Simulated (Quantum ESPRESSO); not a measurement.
# Rb3ClO (Pm-3m): modes at Γ and the response to a field, part 2 of 3

Which modes does Rb3ClO (Pm-3m) have at the zone centre?

Quantum ESPRESSO 7.5; DFT LDA, scalar-relativistic, plane waves, PseudoDojo norm-conserving pseudopotentials.

So far. Step 2 (A probe with smearing): A gap of 0.29 eV on this mesh is too small to trust, so smearing is kept; the start stands at -2.4 GPa. Step 4 (Ground state): The cell stands at 0.002 GPa, close enough for phonons. The relaxed cell has a = 5.272 Å (conventional setting).

### 6. Zone-centre response

At q = 0 one unit cell holds all displacements; symmetry groups them into irreducible representations that are solved one by one. The response to a field gives ε∞ and the Born charges, which polar modes need.

The input, ph.in:

```
phonons
&INPUTPH
  prefix = 'x'
  outdir = './tmp'
  fildyn = 'g.dyn'
  tr2_ph = 1.0d-18
  epsil  = .true.
/
0.000000000000 0.000000000000 0.000000000000
```

The run is started by

```sh
OMP_NUM_THREADS=1 mpirun -n 8 ph.x -nk 8 -in ph.in > ph.out
```

The log of the run:

```text
[banners, grids, parts of the stress and lines that vanish by symmetry left out]
[banner, memory and clock lines left out]
Program PHONON v.7.5

     ./tmp/x.save/

     IMPORTANT: XC functional enforced from input :
     Exchange-correlation= PW
                           (   1   4   0   0   0   0   0)
     Any further DFT definition will be discarded
     Please, verify this is what you really want

     G-vector sticks info

     Reading collected, re-writing distributed wavefunctions in ./tmp/

     Number and degeneracy of irreps per q-point
       N         xq(1)         xq(2)         xq(3)   N irreps
       1   0.000000000   0.000000000   0.000000000       5
        3   3   3   3   3

     Calculation of q =    0.0000000   0.0000000   0.0000000

     phonons

     bravais-lattice index     =            1
     lattice parameter (alat)  =       9.9628  a.u.
     unit-cell volume          =     988.8908 (a.u.)^3
     number of atoms/cell      =            5
     number of atomic types    =            3
     kinetic-energy cut-off    =      92.0000  Ry
     charge density cut-off    =     368.0000  Ry
     convergence threshold     =      1.0E-18
     beta                      =       0.7000
     number of iterations used =            4
     Exchange-correlation= PW
                           (   1   4   0   0   0   0   0)

     celldm(1)=    9.96283  celldm(2)=    0.00000  celldm(3)=    0.00000
     celldm(4)=    0.00000  celldm(5)=    0.00000  celldm(6)=    0.00000

     crystal axes: (cart. coord. in units of alat)
               a(1) = (  1.0000  0.0000  0.0000 )
               a(2) = (  0.0000  1.0000  0.0000 )
               a(3) = (  0.0000  0.0000  1.0000 )

     reciprocal axes: (cart. coord. in units 2 pi/alat)
               b(1) = (  1.0000  0.0000  0.0000 )
               b(2) = (  0.0000  1.0000  0.0000 )
               b(3) = (  0.0000  0.0000  1.0000 )

     Atoms inside the unit cell:

     Cartesian axes

     site n.  atom      mass           positions (alat units)
        1  Rb     85.4678   tau(    1) = (    0.00000    0.00000    0.50000  )
        2  Rb     85.4678   tau(    2) = (    0.00000    0.50000    0.00000  )
        3  Rb     85.4678   tau(    3) = (    0.50000    0.00000    0.00000  )
        4  Cl     35.4500   tau(    4) = (    0.50000    0.50000    0.50000  )
        5  O      15.9990   tau(    5) = (    0.00000    0.00000    0.00000  )

     Computing dynamical matrix for
                    q = (   0.0000000   0.0000000   0.0000000 )

     49 Sym.Ops. (with q -> -q+G )

     G cutoff =  925.2384  ( 117785 G-vectors)     FFT grid: ( 64, 64, 64)
     number of k points=    20
                       cart. coord. in units 2pi/alat
        k(    1) = (   0.0000000   0.0000000   0.0000000), wk =   0.0092593
        k(    2) = (   0.0000000   0.0000000   0.1666667), wk =   0.0555556
        k(    3) = (   0.0000000   0.0000000   0.3333333), wk =   0.0555556
        [... further k-points left out ...]

     PseudoPot. # 1 for Rb read from file:
     ./pseudo/Rb.upf
     Pseudo is Norm-conserving + core correction, Zval =  9.0

     PseudoPot. # 2 for Cl read from file:
     ./pseudo/Cl.upf
     Pseudo is Norm-conserving + core correction, Zval =  7.0

     PseudoPot. # 3 for O  read from file:
     ./pseudo/O.upf
     Pseudo is Norm-conserving + core correction, Zval =  6.0

     Mode symmetry, O_h (m-3m)  point group:

     Electric field:
     Dielectric constant
     Born effective charges as d Force / d E

     Atomic displacements:
     There are    5 irreducible representations

     Representation     1      3 modes -  To be done

     Representation     2      3 modes -  To be done

     Representation     3      3 modes -  To be done

     Representation     4      3 modes -  To be done

     Representation     5      3 modes -  To be done

     Alpha used in Ewald sum =   2.8000

     Electric Fields Calculation

      iter #   1   av.it.:   7.0
      thresh= 1.000E-02 alpha_mix =  0.700 |ddv_scf|^2 =  3.431E-08

      [... iterations left out ...]
      iter #   9   av.it.:  14.3
      thresh= 2.892E-10 alpha_mix =  0.700 |ddv_scf|^2 =  2.686E-19

     End of electric fields calculation

          Dielectric constant in cartesian axis

          (       4.258778612       0.000000000       0.000000000 )
          (       0.000000000       4.258778612       0.000000000 )
          (       0.000000000       0.000000000       4.258778612 )

          Effective charges (d Force / dE) in cartesian axis without acoustic sum rule applied (asr)

           atom    1  Rb    Mean Z*:        1.24642
      Ex  (        1.16765        0.00000        0.00000 )
      Ey  (        0.00000        1.16765        0.00000 )
      Ez  (        0.00000        0.00000        1.40396 )
           atom    2  Rb    Mean Z*:        1.24642
      Ex  (        1.16765        0.00000        0.00000 )
      Ey  (        0.00000        1.40396        0.00000 )
      Ez  (        0.00000        0.00000        1.16765 )
           atom    3  Rb    Mean Z*:        1.24642
      Ex  (        1.40396        0.00000        0.00000 )
      Ey  (        0.00000        1.16765        0.00000 )
      Ez  (        0.00000        0.00000        1.16765 )
           atom    4  Cl    Mean Z*:       -1.26259
      Ex  (       -1.26259        0.00000        0.00000 )
      Ey  (        0.00000       -1.26259        0.00000 )
      Ez  (        0.00000        0.00000       -1.26259 )
           atom    5  O     Mean Z*:       -2.49112
      Ex  (       -2.49112        0.00000        0.00000 )
      Ey  (        0.00000       -2.49112        0.00000 )
      Ez  (        0.00000        0.00000       -2.49112 )

          Effective charges Sum: Mean:       -0.01444
             -0.01444        0.00000        0.00000
              0.00000       -0.01444        0.00000
              0.00000        0.00000       -0.01444

          Effective charges (d Force / dE) in cartesian axis with asr applied:
           atom    1  Rb    Mean Z*:        1.24931
      E*x (        1.17054        0.00000        0.00000 )
      E*y (        0.00000        1.17054        0.00000 )
      E*z (        0.00000        0.00000        1.40685 )
           atom    2  Rb    Mean Z*:        1.24931
      E*x (        1.17054        0.00000        0.00000 )
      E*y (        0.00000        1.40685        0.00000 )
      E*z (        0.00000        0.00000        1.17054 )
           atom    3  Rb    Mean Z*:        1.24931
      E*x (        1.40685        0.00000        0.00000 )
      E*y (        0.00000        1.17054        0.00000 )
      E*z (        0.00000        0.00000        1.17054 )
           atom    4  Cl    Mean Z*:       -1.25970
      E*x (       -1.25970        0.00000        0.00000 )
      E*y (        0.00000       -1.25970        0.00000 )
      E*z (        0.00000        0.00000       -1.25970 )
           atom    5  O     Mean Z*:       -2.48823
      E*x (       -2.48823        0.00000        0.00000 )
      E*y (        0.00000       -2.48823        0.00000 )
      E*z (        0.00000        0.00000       -2.48823 )

     Representation #   1 modes #   1   2   3

     Self-consistent Calculation

      iter #   1   av.it.:   6.6
      thresh= 1.000E-02 alpha_mix =  0.700 |ddv_scf|^2 =  5.575E-08

      [... iterations left out ...]
      iter #   9   av.it.:  14.2
      thresh= 1.488E-10 alpha_mix =  0.700 |ddv_scf|^2 =  2.124E-20

     End of self-consistent calculation

     Convergence has been achieved

     Representation #   2 modes #   4   5   6

     Self-consistent Calculation

      iter #   1   av.it.:   5.0
      thresh= 1.000E-02 alpha_mix =  0.700 |ddv_scf|^2 =  7.451E-08

      [... iterations left out ...]
      iter #   9   av.it.:  13.9
      thresh= 2.242E-10 alpha_mix =  0.700 |ddv_scf|^2 =  2.334E-20

     End of self-consistent calculation

     Convergence has been achieved

     Representation #   3 modes #   7   8   9

     Self-consistent Calculation

      iter #   1   av.it.:   5.6
      thresh= 1.000E-02 alpha_mix =  0.700 |ddv_scf|^2 =  1.094E-07

      [... iterations left out ...]
      iter #   9   av.it.:  14.2
      thresh= 4.228E-10 alpha_mix =  0.700 |ddv_scf|^2 =  1.239E-19

     End of self-consistent calculation

     Convergence has been achieved

     Representation #   4 modes #  10  11  12

     Self-consistent Calculation

      iter #   1   av.it.:   6.7
      thresh= 1.000E-02 alpha_mix =  0.700 |ddv_scf|^2 =  1.905E-07

      [... iterations left out ...]
      iter #   9   av.it.:  13.9
      thresh= 3.006E-10 alpha_mix =  0.700 |ddv_scf|^2 =  3.626E-19

     End of self-consistent calculation

     Convergence has been achieved

     Representation #   5 modes #  13  14  15

     Self-consistent Calculation

      iter #   1   av.it.:   6.2
      thresh= 1.000E-02 alpha_mix =  0.700 |ddv_scf|^2 =  4.319E-08

      [... iterations left out ...]
      iter #   7   av.it.:  13.9
      thresh= 2.056E-10 alpha_mix =  0.700 |ddv_scf|^2 =  1.944E-20

     End of self-consistent calculation

     Convergence has been achieved

     Number of q in the star =    1
     List of q in the star:
          1   0.000000000   0.000000000   0.000000000

          Dielectric constant in cartesian axis

          (       4.258778612       0.000000000       0.000000000 )
          (       0.000000000       4.258778612       0.000000000 )
          (       0.000000000       0.000000000       4.258778612 )

          Effective charges (d Force / dE) in cartesian axis without acoustic sum rule applied (asr)

           atom    1  Rb    Mean Z*:        1.24642
      Ex  (        1.16765        0.00000        0.00000 )
      Ey  (        0.00000        1.16765        0.00000 )
      Ez  (        0.00000        0.00000        1.40396 )
           atom    2  Rb    Mean Z*:        1.24642
      Ex  (        1.16765        0.00000        0.00000 )
      Ey  (        0.00000        1.40396        0.00000 )
      Ez  (        0.00000        0.00000        1.16765 )
           atom    3  Rb    Mean Z*:        1.24642
      Ex  (        1.40396        0.00000        0.00000 )
      Ey  (        0.00000        1.16765        0.00000 )
      Ez  (        0.00000        0.00000        1.16765 )
           atom    4  Cl    Mean Z*:       -1.26259
      Ex  (       -1.26259        0.00000        0.00000 )
      Ey  (        0.00000       -1.26259        0.00000 )
      Ez  (        0.00000        0.00000       -1.26259 )
           atom    5  O     Mean Z*:       -2.49112
      Ex  (       -2.49112        0.00000        0.00000 )
      Ey  (        0.00000       -2.49112        0.00000 )
      Ez  (        0.00000        0.00000       -2.49112 )

          Effective charges Sum: Mean:       -0.01444
             -0.01444        0.00000        0.00000
              0.00000       -0.01444        0.00000
              0.00000        0.00000       -0.01444

          Effective charges (d Force / dE) in cartesian axis with asr applied:
           atom    1  Rb    Mean Z*:        1.24931
      E*x (        1.17054        0.00000        0.00000 )
      E*y (        0.00000        1.17054        0.00000 )
      E*z (        0.00000        0.00000        1.40685 )
           atom    2  Rb    Mean Z*:        1.24931
      E*x (        1.17054        0.00000        0.00000 )
      E*y (        0.00000        1.40685        0.00000 )
      E*z (        0.00000        0.00000        1.17054 )
           atom    3  Rb    Mean Z*:        1.24931
      E*x (        1.40685        0.00000        0.00000 )
      E*y (        0.00000        1.17054        0.00000 )
      E*z (        0.00000        0.00000        1.17054 )
           atom    4  Cl    Mean Z*:       -1.25970
      E*x (       -1.25970        0.00000        0.00000 )
      E*y (        0.00000       -1.25970        0.00000 )
      E*z (        0.00000        0.00000       -1.25970 )
           atom    5  O     Mean Z*:       -2.48823
      E*x (       -2.48823        0.00000        0.00000 )
      E*y (        0.00000       -2.48823        0.00000 )
      E*z (        0.00000        0.00000       -2.48823 )

     Diagonalizing the dynamical matrix

     q = (    0.000000000   0.000000000   0.000000000 )

 **************************************************************************
     freq (    1) =      -1.137717 [THz] =     -37.950144 [cm-1]
     freq (    2) =      -1.137717 [THz] =     -37.950144 [cm-1]
     freq (    3) =      -1.137717 [THz] =     -37.950144 [cm-1]
     freq (    4) =      -0.901924 [THz] =     -30.084952 [cm-1]
     freq (    5) =      -0.901924 [THz] =     -30.084952 [cm-1]
     freq (    6) =      -0.901924 [THz] =     -30.084952 [cm-1]
     freq (    7) =      -0.039196 [THz] =      -1.307435 [cm-1]
     freq (    8) =      -0.039196 [THz] =      -1.307435 [cm-1]
     freq (    9) =      -0.039196 [THz] =      -1.307435 [cm-1]
     freq (   10) =       2.276303 [THz] =      75.929279 [cm-1]
     freq (   11) =       2.276303 [THz] =      75.929279 [cm-1]
     freq (   12) =       2.276303 [THz] =      75.929279 [cm-1]
     freq (   13) =       6.592090 [THz] =     219.888451 [cm-1]
     freq (   14) =       6.592090 [THz] =     219.888451 [cm-1]
     freq (   15) =       6.592090 [THz] =     219.888451 [cm-1]
 **************************************************************************

     Mode symmetry, O_h (m-3m)  point group:

     freq (   1-   3) =        -38.0  [cm-1]   --> T_1u G_15  G_4- I
     freq (   4-   6) =        -30.1  [cm-1]   --> T_2u G_25  G_5-
     freq (   7-   9) =         -1.3  [cm-1]   --> T_1u G_15  G_4- I
     freq (  10-  12) =         75.9  [cm-1]   --> T_1u G_15  G_4- I
     freq (  13-  15) =        219.9  [cm-1]   --> T_1u G_15  G_4- I
```

It took 15 min on 8 MPI ranks of Arm Neoverse V1, shared host; 1.9 h of CPU time.

This step gave:

* miss of the charge sum rule: 0.01445 e
* largest acoustic frequency at the zone centre before the sum rule: -1.31 cm⁻¹
* highest optical zone-centre mode (no LO-TO term): 219.9 cm⁻¹
* lowest optical zone-centre mode: -37.95 cm⁻¹
* mean high-frequency dielectric constant: 4.259
* largest Born charge in size (third of the trace): 2.491 e

Born charge (rows field, columns displacement), before the sum rule (e), principal values of the symmetric part by kind of site:

```
atom  atoms with these values    low  middle   high   mean
 Rb1                        3   1.17    1.17   1.40   1.25
 Cl4                        1  -1.26   -1.26  -1.26  -1.26
  O5                        1  -2.49   -2.49  -2.49  -2.49
```

In full for Cl4:

```
-1.26  0.00  0.00
 0.00 -1.26  0.00
 0.00  0.00 -1.26
```

High-frequency dielectric tensor:

```
4.26 0.00 0.00
0.00 4.26 0.00
0.00 0.00 4.26
```

The acoustic modes at Γ come out as far as 1.3 cm⁻¹ from zero, where they should vanish, a small numerical error; the Born charges miss their sum rule by 0.014 e, which is good. The lowest optical mode is imaginary, 38i cm⁻¹, an instability at this level and on this k mesh.

### 7. Zone-centre analysis

A rigid shift of the crystal must cost nothing, but grids and finite bases break this; the acoustic sum rule is imposed before the matrix is diagonalised again. With Born charges the intensities follow; a static dielectric tensor has no meaning with imaginary modes.

The input, dynmat.in:

```
&INPUT
  fildyn = 'g.dyn'
  asr    = 'simple'
  fileig = 'dynmat.eig'
  lperm  = .true.
/
```

The run is started by

```sh
dynmat.x -in dynmat.in > dynmat.out
```

The log of the run:

```text
[banner, memory and clock lines left out]
Program DYNMAT v.7.5

     Reading Dynamical Matrix from file g.dyn
     ...Force constants read
     ...epsilon and Z* read
     A direction for q was not specified:TO-LO splitting will be absent

     Polarizability (A^3 units)
     multiply by 0.479327 for Clausius-Mossotti correction
        38.001148    0.000000    0.000000
         0.000000   38.001148    0.000000
         0.000000    0.000000   38.001148

     IR activities are in (D/A)^2/amu units

# mode   [cm-1]    [THz]      IR
    1    -37.89   -1.1360    3.1955
    2    -37.89   -1.1360    3.1955
    3    -37.89   -1.1360    3.1955
    4    -30.07   -0.9014    0.0000
    5    -30.07   -0.9014    0.0000
    6    -30.07   -0.9014    0.0000
    7     -0.00   -0.0000    0.0000
    8      0.00    0.0000    0.0000
    9      0.00    0.0000    0.0000
   10     75.96    2.2771    0.1355
   11     75.96    2.2771    0.1355
   12     75.96    2.2771    0.1355
   13    219.92    6.5929    7.9038
   14    219.92    6.5929    7.9038
   15    219.92    6.5929    7.9038

Electronic dielectric permittivity tensor (relative, adimensional)
         4.258779    0.000000    0.000000
         0.000000    4.258779    0.000000
         0.000000    0.000000    4.258779

 ... with zone-center polar mode contributions
         6.979134   -0.000000   -0.000000
        -0.000000    6.979134   -0.000000
        -0.000000   -0.000000    6.979134

[end of the log left out, with the tail of the file of modes that dynmat.x writes under the same name]
```

It took 0.47 s on 1 thread.

This step gave:

```
lowest optical zone-centre mode : -37.89 cm⁻¹
```

Unit eigenvectors of the mass-weighted matrix after the sum rule; no LO-TO term. The modes at Γ (shares of kinetic energy by element, %) (negative means imaginary):

```
mode  frequency (cm⁻¹)  Rb %  Cl %  O %
   1             -37.9    40    54    6
   2             -37.9    40    54    6
   3             -37.9    40    54    6
   4             -30.1   100     0    0
   5             -30.1   100     0    0
   6             -30.1   100     0    0
   7               0.0    83    12    5
   8               0.0    83    12    5
   9               0.0    83    12    5
  10              76.0    51    34   15
  11              76.0    51    34   15
  12              76.0    51    34   15
  13             219.9    26     0   74
  14             219.9    26     0   74
  15             219.9    26     0   74
```

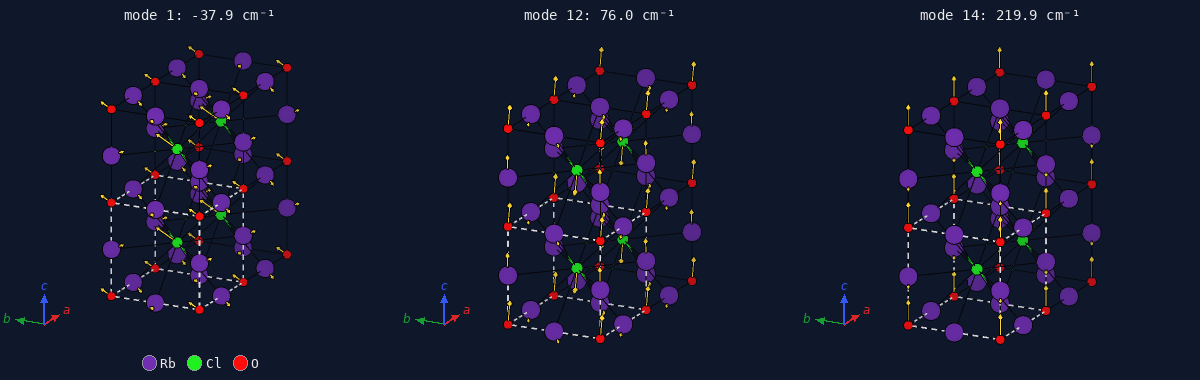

Displacement patterns of modes 1, 12 and 14 at Γ; arrows are exaggerated. 2×1×2 cells are drawn. Some periodic images of atoms are drawn too.

Degenerate modes summed, no LO-TO term; imaginary modes left out. Infrared lines, with heights relative to the strongest:

```
position (cm⁻¹)  lines merged  IR intensity, relative
             76             3                     1.7
            220             3                     100
```

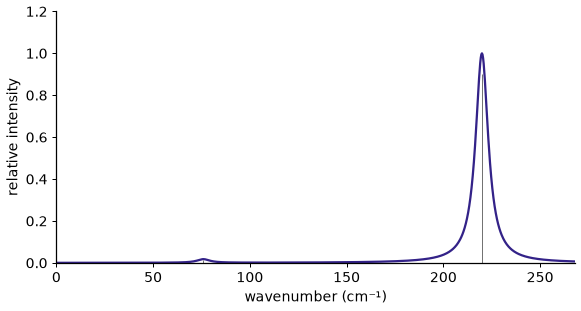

The infrared spectrum, broadened with Lorentzians of width 8 cm⁻¹; bars mark the lines.

The rule moves no optical mode by more than 0.1 cm⁻¹.

### 8. Sum rules set otherwise (asr crystal)

The rule can be imposed in more than one way; the choices should agree where the raw error is small.

The input, dynmat.in:

```
&INPUT
  fildyn = 'g.dyn'
  asr    = 'crystal'
  fileig = 'dynmat.eig'
  lperm  = .true.
/
```

The run is started by

```sh
dynmat.x -in dynmat.in > dynmat.out
```

The log of the run:

```text
[banner, memory and clock lines left out]
Program DYNMAT v.7.5

     Reading Dynamical Matrix from file g.dyn
     ...Force constants read
     ...epsilon and Z* read
     Acoustic Sum Rule: || Z*(ASR) - Z*(orig)|| =    1.118778E-02
     Acoustic Sum Rule: ||dyn(ASR) - dyn(orig)||=    2.914144E-05
     A direction for q was not specified:TO-LO splitting will be absent

     Polarizability (A^3 units)
     multiply by 0.479327 for Clausius-Mossotti correction
        38.001148    0.000000    0.000000
         0.000000   38.001148    0.000000
         0.000000    0.000000   38.001148

     IR activities are in (D/A)^2/amu units

# mode   [cm-1]    [THz]      IR
    1    -37.94   -1.1373    3.1957
    2    -37.94   -1.1373    3.1957
    3    -37.94   -1.1373    3.1957
    4    -30.08   -0.9019    0.0000
    5    -30.08   -0.9019    0.0000
    6    -30.08   -0.9019    0.0000
    7     -0.00   -0.0000    0.0000
    8     -0.00   -0.0000    0.0000
    9      0.00    0.0000    0.0000
   10     75.93    2.2763    0.1359
   11     75.93    2.2763    0.1359
   12     75.93    2.2763    0.1359
   13    219.90    6.5924    7.9032
   14    219.90    6.5924    7.9032
   15    219.90    6.5924    7.9032

Electronic dielectric permittivity tensor (relative, adimensional)
         4.258779    0.000000    0.000000
         0.000000    4.258779    0.000000
         0.000000    0.000000    4.258779

 ... with zone-center polar mode contributions
         6.980753   -0.000000    0.000000
        -0.000000    6.980753    0.000000
         0.000000    0.000000    6.980753

[end of the log left out, with the tail of the file of modes that dynmat.x writes under the same name]
```

Wall time 0.47 s (1 thread).

This step gave:

```yaml
lowest_optical_zone_centre_mode: -37.94 cm⁻¹
```

(Continued in part 3 of 3.)

[Host names and launcher messages were left out of these logs when they were recorded.]

[Logs are printed without paths, hosts, clocks, repeated set-up lines and the standing remarks that a program may print on its own settings, such as how far it seeks lower states.]

[Hosts, paths, dates, database ids (printed as entryN), source tags and the programs' standing remarks are cut or masked in the printed files.]
